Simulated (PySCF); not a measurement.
SMILES [GeH3][CH2]CBr (C2H7BrGe), singlet at its GFN2-xTB optimised geometry (Å):

```
11

Ge     1.4299     0.3704    -1.4483
C      0.6965    -0.7722     0.0000
C     -0.8152    -0.7722     0.0000
Br    -1.4964     1.0551     0.0000
H      1.4964     1.8029    -1.0480
H      0.5790     0.2415    -2.6700
H      2.8117    -0.0875    -1.7913
H      1.0687    -0.4150     0.9629
H      1.0416    -1.8029    -0.1113
H     -1.2387    -1.2620     0.8774
H     -1.2144    -1.2333    -0.9032
```

Level of theory: PBE/def2-TZVP (PySCF). Cells within 0.4 Å of a nucleus heavier than hydrogen are left out (blank, or x).

Map of the log10 of the electron density (e/bohr³), floored at −4 on the plane z = 0.0 Å:

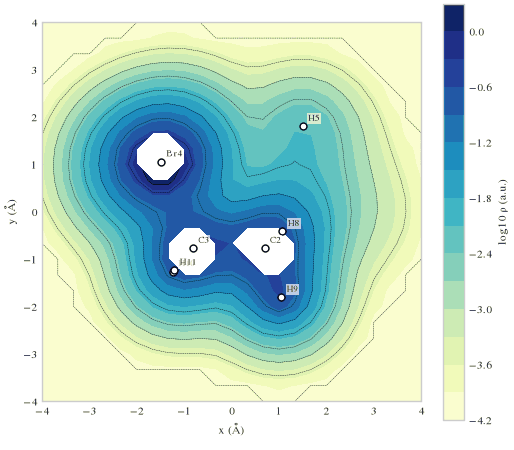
Figure. Log10 of the electron density (e/bohr³), floored at −4 on the plane z = 0.0 Å.
